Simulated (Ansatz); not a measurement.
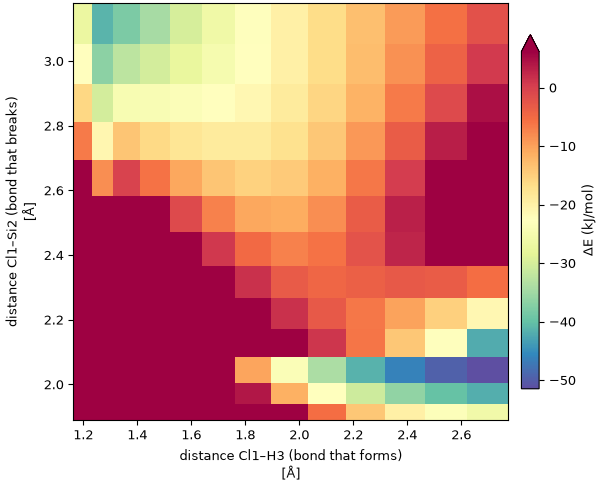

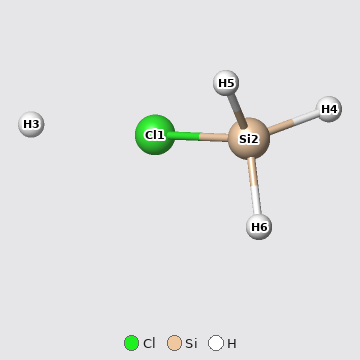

Energy landscape of the reacting system ClH4Si (fragments ClH₃Si + H where the first distance is long, ClH + H₃Si where the second is long), spin multiplicity 2. The first coordinate is: distance Cl1–H3 (bond that forms); the second: distance Cl1–Si2 (bond that breaks). Relaxed at each point: all other coordinates. The grid has 13 × 13 points. Points are written as (first, second). All energies are given in kJ/mol relative to a guessed transition structure relaxed with its forming and breaking bonds held. Energies and slopes of some neighbouring points disagree (a jump in structure or state, or too coarse a mesh). Level of theory: UKS PBE0-D4/def2-SVP (Ansatz).

The picture shows one coloured cell a grid point, one colour for all values above the top of the scale. The second picture is the structure at the lowest point.

Q: Where are the lowest and the highest points?

A: The lowest grid point is at (2.697 Å, 2.045 Å), −51 kJ/mol from a guessed transition structure relaxed with its forming and breaking bonds held. It lies in a valley that leaves the map towards separated partners. The energy also falls towards the edge at (1.264 Å, 3.117 Å) (10 kJ/mol above the lowest), where a further well may lie outside the range. The highest grid point, (1.197 Å, 1.917 Å), lies 295 kJ/mol above the lowest.

The values on the grid:

```
second ↓, first →  1.197  1.264  1.357  1.462  1.577  1.699  1.828  1.962  2.101  2.244  2.391  2.542  2.697
            3.117    −27    −41    −38    −34    −30    −26    −23    −20    −17    −13     −9     −6     −2
            2.993    −23    −37    −32    −30    −28    −25    −22    −20    −17    −13     −9     −4      1
            2.872    −16    −30    −25    −24    −24    −23    −21    −19    −16    −12     −7     −1      5
            2.755     −7    −21    −14    −16    −18    −19    −19    −17    −14     −9     −3      3     10
            2.640      6     −8      0     −6    −10    −14    −15    −15    −11     −6      0      8     16
            2.529     23      8     17      7     −1     −7    −11    −11     −8     −3      3     11     18
            2.422     44     29     37     23     10      1     −5     −7     −6     −2      3      7     10
            2.319     70     55     61     42     24     11      2     −3     −4     −4     −3     −3     −5
            2.221    102     87     89     64     41     22     10      2     −3     −6    −10    −15    −21
            2.129    141    125    122     90     61     38     21      9      1     −6    −14    −23    −42
            2.045    186    170    149     99     58     26    −10    −24    −34    −41    −46    −49    −51
            1.971    223    171    120     80     49     24      4    −11    −23    −31    −36    −40    −42
            1.917    244    207    152    108     73     45     23      7     −5    −14    −20    −24    −26
```

The input of one point:

```yaml
crystal:
  periodic: [false, false, false]
  atoms:
    - { symbol: Cl, position_ang: [-0.659692, -0.68008, -0.628144] }
    - { symbol: Si, position_ang: [0.545538, 0.52634, 0.500571] }
    - { symbol: H, position_ang: [-2.311127, -2.212002, -2.111312] }
    - { symbol: H, position_ang: [1.078539, 1.58927, -0.397209] }
    - { symbol: H, position_ang: [-0.292567, 1.102014, 1.589626] }
    - { symbol: H, position_ang: [1.639309, -0.325541, 1.046469] }
magnetization:
  spin_polarized: true
  initial_magnetization: 1
basis:
  gaussian: { orbitals: def2-SVP }
hamiltonian:
  xc: pbe0
  dispersion: d4
output:
  forces: true
relax:
  f_tol: 0.02
  max_steps: 50
  escape_saddle: false
  constraints: [{ distance: [0, 2] }, { distance: [0, 1] }]
```

Each point was launched as `ansatz run input.yaml --threads 1 --pin off --max-ram 2560MiB --backend cpu --events-out ev --progress --plain --runs-dir out`. The whole map (169 points run) took 29 min on 1 thread of Intel(R) Xeon(R) Platinum 8375C CPU @ 2.90GHz (Ice Lake), on a shared host.
